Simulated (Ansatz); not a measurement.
# quartet SiCl at 6 levels

Aim: a comparison of 6 runs (UHF/STO-3G, U-revPBE/aug-cc-pVTZ, UPBE-QIDH/aug-cc-pVTZ, USVWN5/aug-cc-pVTZ, RPA@PBE/aug-cc-pVTZ, UBCCD(T)/aug-cc-pVTZ) of quartet SiCl. 

Program for the calculation: Ansatz 0.2.0.

40 further runs of the same task are left out: 40 set aside as unsound or not needed.

### 1 The structure to begin with

SiCl: 2 atoms, total charge 0, spin state quartet. As SMILES of the parent species, `[Si]Cl`. The shape is that of a PBE0-D4/def2-TZVP optimisation. That shape belongs to the parent species and isn't relaxed for this state.

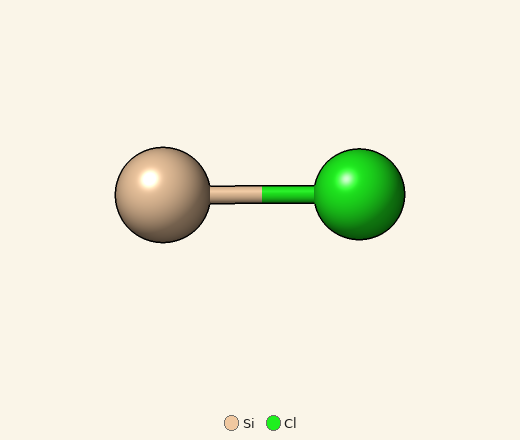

The structure, seen from a chosen angle (silicon light orange, chlorine green).

### 2 A single-point energy at UHF/STO-3G (run 1)

The input, molecule.yaml:

```yaml
basis:
  gaussian:
    orbitals: STO-3G
crystal:
  periodic: [false, false, false]
  atoms:
    - {symbol: Si, position_ang: [0.881810, -0.293660, 0.452120]}
    - {symbol: Cl, position_ang: [-0.881810, 0.293660, -0.452120]}
total_charge: 0
magnetization:
  spin_polarized: true
  initial_magnetization: 3
hamiltonian:
  xc: hf
accuracy: high
output: {orbitals: {seedname: orbitals}}
```

Launch:

```console
ansatz run molecule.yaml --threads 1 --pin off --max-ram 3480MiB --events-out events.jsonl --progress --plain --runs-dir runs
```

Standard output:

```text
Warning: RAYON_NUM_THREADS=1 ignored (pool sized by the plan → 1); use --threads N
Functional definition: HF
  name "HF"
  exchange = exact_x
  correlation = 0
298 factors; integrals over basis functions are off by at most 1.1e-8 eV
mean field evaluation 1: about -20137.5594 eV, gradient 4.7e0 eV
mean field evaluation 2: about -20137.5937 eV, gradient 4.7e0 eV
mean field evaluation 4: about -20138.0961 eV, gradient 9.9e-1 eV
mean field evaluation 8: about -20138.1400 eV, gradient 6.9e-3 eV
mean field -20138.14002566 eV, -740.0629958213 hartree, gradient 2.9e-8 eV, S^2 3.750217; 0 other end points of the search recorded, 0 dependent functions left out
reference -20138.14002566 eV, -740.0629958213 hartree; 17, 14 occupied and 1, 4 virtual orbitals, 298 factors
Total energy: -20138.14002566 eV, -740.0629958213 hartree
```

Wall time 0.08 s (1 thread of Intel Xeon 6975P-C (Granite Rapids), shared host).

### 3 A single-point energy at U-revPBE/aug-cc-pVTZ (run 2)

The input, input.yaml:

```yaml
crystal:
  periodic: [false, false, false]
  atoms:
    - symbol: Si
      position_ang: [0.881810, -0.293660, 0.452120]
    - symbol: Cl
      position_ang: [-0.881810, 0.293660, -0.452120]
basis:
  gaussian: {orbitals: aug-cc-pVTZ}
magnetization: {spin_polarized: true, initial_magnetization: 3}
hamiltonian: {xc: {name: revPBE}}
accuracy: high
output: {orbitals: {seedname: orbitals}}
```

Launch:

```console
ansatz run input.yaml --threads 1 --pin off --max-ram 3480MiB --events-out events.jsonl --progress --plain --runs-dir runs
```

Standard output:

```text
Warning: RAYON_NUM_THREADS=1 ignored (pool sized by the plan → 1); use --threads N
Functional definition: revPBE
  name "revPBE"
  parameter kappa = 1.245
  parameter beta = 0.06672455060314922
  exchange = pbe_x(kappa = kappa, mu = beta*pi^2/3)
  correlation = pbe_c(beta = beta)
1299 factors; integrals over basis functions are off by at most 3.8e-9 eV
mean field evaluation 1: about -20392.7925 eV, gradient 8.1e0 eV
mean field evaluation 2: about -20392.7157 eV, gradient 1.1e1 eV
mean field evaluation 4: about -20393.4161 eV, gradient 1.6e0 eV
mean field evaluation 8: about -20393.4300 eV, gradient 4.8e-2 eV
mean field evaluation 16: about -20393.4300 eV, gradient 4.4e-6 eV
mean field evaluation 32: about -20392.2932 eV, gradient 3.5e0 eV
mean field -20393.43004436 eV, -749.4447309667 hartree, gradient 3.0e-8 eV, S^2 3.751791; 3 other end points of the search recorded, 0 dependent functions left out
reference -20393.43005057 eV, -749.4447311950 hartree; 17, 14 occupied and 83, 86 virtual orbitals, 1299 factors
Total energy: -20393.43005057 eV, -749.4447311950 hartree
```

Run time: 4.8 s. Hardware: 1 thread of Intel Xeon 6975P-C (Granite Rapids), shared host; peak memory 0.25 GiB.

Runs 3 to 4 aren't shown in full; the table further down has their settings and results.

### 4 The energy at RPA@PBE/aug-cc-pVTZ (run 5)

The input, in.yaml:

```yaml
basis:
  gaussian:
    orbitals: aug-cc-pVTZ
crystal:
  periodic: [false, false, false]
  atoms:
    - {symbol: Si, position_ang: [0.881810, -0.293660, 0.452120]}
    - {symbol: Cl, position_ang: [-0.881810, 0.293660, -0.452120]}
magnetization:
  spin_polarized: true
  initial_magnetization: 3
hamiltonian:
  xc: {name: PBE}
correlation:
  method: rpa
  frozen_orbitals: {Cl: 5, Si: 5}
accuracy: high
```

Launch:

```console
ansatz run in.yaml --threads 1 --pin off --max-ram 3480MiB --events-out events.jsonl --progress --plain --runs-dir runs
```

Standard output, cut to the lines that bear on the results:

```text
Warning: RAYON_NUM_THREADS=1 ignored (pool sized by the plan → 1); use --threads N
Functional definition: PBE
  name "PBE"
[...]
1299 factors; integrals over basis functions are off by at most 3.8e-9 eV
[...]
mean field -20388.11072273 eV, -749.2492495024 hartree, gradient 2.1e-8 eV, S^2 3.751498; 5 other end points of the search recorded, 0 dependent functions left out
10 core orbitals not correlated: weight in the atoms' cores, before any rotation towards them, 1.000 or more for the frozen orbitals, at most 0.000 for the correlated occupied ones
reference -20363.68172164 eV, -748.3515002710 hartree; 7, 4 occupied and 83, 86 virtual orbitals, 1299 factors
Total energy: -20375.77609423 eV, -748.7959602659 hartree
```

It took 8.1 s on 1 thread of Intel Xeon 6975P-C (Granite Rapids), shared host; peak memory 0.28 GiB.

### 5 A single-point energy at UBCCD(T)/aug-cc-pVTZ (run 6)

The input, run.yaml:

```yaml
crystal:
  periodic: [false, false, false]
  atoms:
    - symbol: Si
      position_ang: [0.881810, -0.293660, 0.452120]
    - symbol: Cl
      position_ang: [-0.881810, 0.293660, -0.452120]
basis:
  gaussian: {orbitals: aug-cc-pVTZ}
magnetization: {spin_polarized: true, initial_magnetization: 3}
correlation: {method: bccd_t, frozen_orbitals: {Cl: 5, Si: 5}}
accuracy: high
scf: {omitted_lower_state_checks: [cluster_reference, increment]}
```

Launch:

```console
ansatz run run.yaml --threads 1 --pin off --max-ram 3480MiB --events-out events.jsonl --progress --plain --runs-dir runs
```

Standard output, cut to the lines that bear on the results:

```text
Warning: RAYON_NUM_THREADS=1 ignored (pool sized by the plan → 1); use --threads N
Functional definition: HF
  name "HF"
[...]
1299 factors; integrals over basis functions are off by at most 3.8e-9 eV
[...]
mean field -20364.38657294 eV, -748.3774030786 hartree, gradient 4.9e-8 eV, S^2 3.754487; 0 other end points of the search recorded, 0 dependent functions left out
10 core orbitals not correlated: weight in the atoms' cores, before any rotation towards them, 1.000 or more for the frozen orbitals, at most 0.000 for the correlated occupied ones
reference -20364.38657294 eV, -748.3774030786 hartree; 7, 4 occupied and 83, 86 virtual orbitals, 1299 factors
second order -6.51132223 eV of doubles, -0.00000000 eV of singles
cycle   1  -6.95794414 eV  change   -4.5e-1 eV  update   6.2e-2
[...]
cycle  24  -7.17141023 eV  change   3.8e-11 eV  update  6.0e-10
perturbative correction -0.34709984 eV, -0.0127556838 hartree
Total energy: -20371.90508301 eV, -748.6537032275 hartree
Checks for a lower state left out: cluster_reference, increment
```

Run time: 18 s. Hardware: 1 thread of Intel Xeon 6975P-C (Granite Rapids), shared host; peak memory 1.1 GiB.

### 6 Overview of the runs

| run | level | frozen core orbitals | energy (Eh) | HOMO energy (eV) | ⟨S²⟩ | wall time |
| --- | --- | --- | --- | --- | --- | --- |
| 1 | UHF/STO-3G | – | -740.062996 | -5.78 | 3.750 | 0.08 s |
| 2 | U-revPBE/aug-cc-pVTZ | – | -749.444731 | -4.73 | 3.752 | 4.8 s |
| 3 | UPBE-QIDH/aug-cc-pVTZ | 10 | -749.144591 | -7.73 | 3.754 | 11 s |
| 4 | USVWN5/aug-cc-pVTZ | – | -746.942929 | -4.73 | 3.751 | 2.8 s |
| 5 | RPA@PBE/aug-cc-pVTZ | 10 | -748.795960 | – | 3.751 | 8.1 s |
| 6 | UBCCD(T)/aug-cc-pVTZ | 10 | -748.653703 | – | 3.754 | 18 s |

### 7 Outcome

```
                                           quantity          value
                                run 6: total energy  -748.65370 Eh
run 6: correlation energy (10 core orbitals frozen)     -276.3 mEh
                              run 6: (T) correction     -12.76 mEh
           run 6: ⟨S²⟩ of the reference determinant          3.754
```

**Reading.** Totals of different functionals can't be ranked against each other. In run 1 the basis is minimal, so the values are rough. All runs together took 44 s, the longest 18 s.
